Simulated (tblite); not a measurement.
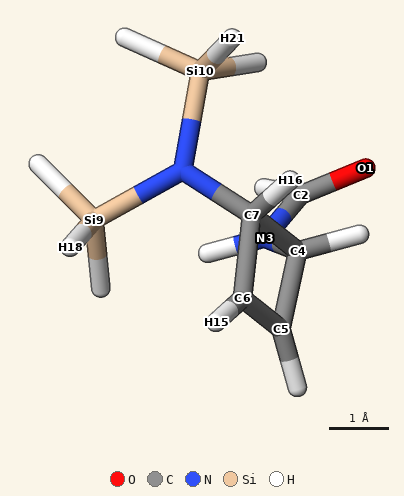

*The structure as given in the input (stick view, seen at a tilt; atoms are numbered from 1 in the order of the input).*

# Frequency calculation, with input and output: C5H12N2OSi2

System: C5H12N2OSi2.
Method: GFN2-xTB harmonic vibrations, gas phase (tblite 0.8.0).

It belongs to a series of runs on one base structure; here: H on C replaced by N(SiH3)2.

The input
```
{"job": {"kind": "ir", "xc": "GFN2-xTB", "basis": "xTB"}, "charge": 0, "multiplicity": 1}
O      1.854584     1.259986     2.580879
C      1.836960     1.506719     1.401379
N      1.539697     0.632104     0.421871
C      1.079918    -0.698599     0.694124
C      1.495504    -1.774033    -0.275779
C      0.255643    -2.060981    -0.660290
C     -0.394781    -1.036325     0.231971
N     -1.134182     0.034362    -0.372404
Si    -1.010229     0.253314    -2.089167
Si    -2.015161     1.021255     0.765809
H      2.100274     2.501757     0.995637
H      1.457009     0.950727    -0.530404
H      1.285138    -0.901441     1.748217
H      2.467091    -2.166564    -0.515737
H     -0.173142    -2.785564    -1.327070
H     -0.982699    -1.481247     1.042540
H      0.401520     0.307495    -2.506027
H     -1.660733    -0.860116    -2.784362
H     -1.657881     1.525320    -2.381871
H     -1.101556     1.576413     1.763887
H     -2.998149     0.149585     1.418903
H     -2.655236     2.065219    -0.023738
```

The first line tells a small driver script what to run in tblite; the rest is the geometry in Å.

Hardware: 1 CPU thread, shared host.

Launch command:
```bash
OMP_NUM_THREADS=1 python <driver script> task.json out
```

Log
```
mode    cm-1     km/mol
  1      37.1      7.71
  2      60.0      0.10
  3      64.9      5.07
  4      87.3      0.46
  5     105.9      0.57
  6     123.6      5.04
  7     194.2     12.16
  8     196.7     26.71
  9     223.9      5.49
 10     227.5      1.83
 11     310.7     11.45
 12     381.1      2.16
 13     449.2     10.43
 14     490.5      4.12
 15     519.5     81.93
 16     559.9      4.33
 17     575.0      2.32
 18     583.2    100.68
 19     596.9     84.81
 20     679.0     54.04
 21     718.0     13.96
 22     747.6     48.08
 23     767.7    306.54
 24     777.5    119.09
 25     803.7    354.43
 26     808.7    440.02
 27     820.5    135.40
 28     829.4     66.66
 29     837.4    108.30
 30     877.5     56.55
 31     906.5      8.07
 32     926.6      8.18
 33     958.1     47.22
 34    1008.3     92.59
 35    1035.1    109.92
 36    1057.7    103.96
 37    1129.0     36.24
 38    1131.7      4.89
 39    1163.2      2.92
 40    1194.5     34.30
 41    1219.0     63.92
 42    1244.1     33.53
 43    1265.7     41.12
 44    1311.6     42.48
 45    1379.6      2.08
 46    1415.8    159.55
 47    1651.3      1.22
 48    1766.6    590.92
 49    2158.9    349.14
 50    2218.3    270.00
 51    2236.4    347.46
 52    2266.4    216.09
 53    2298.3     15.10
 54    2317.2    561.92
 55    2768.7    140.12
 56    2888.6     57.11
 57    2958.5     10.23
 58    3113.0     24.92
 59    3134.1     44.22
 60    3458.0     15.16
```

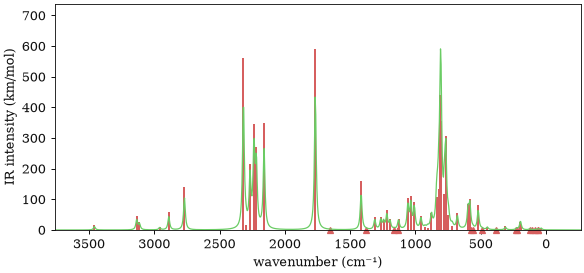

*Harmonic infrared spectrum, unscaled: sticks (degenerate modes added up, dark ones marked on the axis) with a Lorentzian envelope of 16 cm⁻¹ full width, scaled to the tallest stick.*

60 modes from 37 to 3458 cm⁻¹, none imaginary. The strongest line is at 1767 cm⁻¹ (591 km/mol).

Key numbers

- outcome: converged
- total energy: −821.7614 eV
- zero-point energy: 97.2610 kcal/mol
- wall time: 4.7 s
- peak memory: 0.18 GiB
